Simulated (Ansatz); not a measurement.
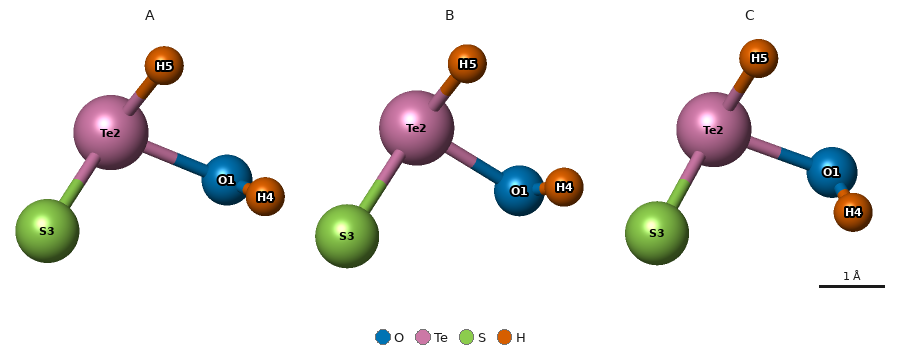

3 geometries from one relaxation of H2TeSO, in shuffled order. The picture is a ball-and-stick view, seen at a tilt.

It is one of the separated reactants of a reaction.

These are results of Ansatz, RKS PBE-D4/def2-SVP, not measurements. Set-up: force threshold 0.03 eV/Å; at most 250 steps.

Put them in the order of the run, from the start to the converged end.

B, A, C. They are steps 0, 3, 8, at +29.2 kJ/mol, +3.44 kJ/mol relative to the last. The energy falls by 29.2 kJ/mol in 7 accepted moves (8 points after the start). The largest force component goes from 2.5 to 0.014 eV/Å. The line search rejected the trial step at point 2 of the run. The atom that moves furthest after the best rigid fit is H4 (0.42 Å). Largest moves by element: H 0.42 Å, O 0.34 Å, S 0.16 Å, Te 0.06 Å. Among the contacts that change: Te2–S3 2.358 → 2.264 Å, O1–Te2 1.960 → 2.037 Å, Te2–H5 1.690 → 1.736 Å, O1–H4 0.962 → 0.983 Å. Among the angles between lasting bonds that change: O1–Te2–S3 101.1° → 107.6°, O1–Te2–H5 97.6° → 93.3°, S3–Te2–H5 105.1° → 101.7°. Groups turn about O1–Te2 by about 55°. The run took 12 s on 2 threads of Intel Xeon Platinum 8259CL @ 2.50GHz (shared host).
